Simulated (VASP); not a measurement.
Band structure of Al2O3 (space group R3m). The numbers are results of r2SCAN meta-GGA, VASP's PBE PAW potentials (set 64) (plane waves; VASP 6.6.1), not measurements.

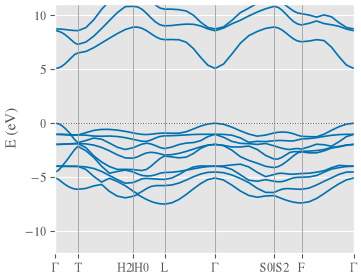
Figure. Bands along high-symmetry lines, zero at the valence-band maximum or, without a gap, the Fermi level

Problem. Read the plot: is there a gap, and where are the band edges?

Solution. The gap is direct, 5.08 eV, from the valence maximum at Γ to the conduction minimum at Γ.

The structure comes from a computed database's Al2O3 entry (R3m); how it stands against other phases isn't given here. It was relaxed first.
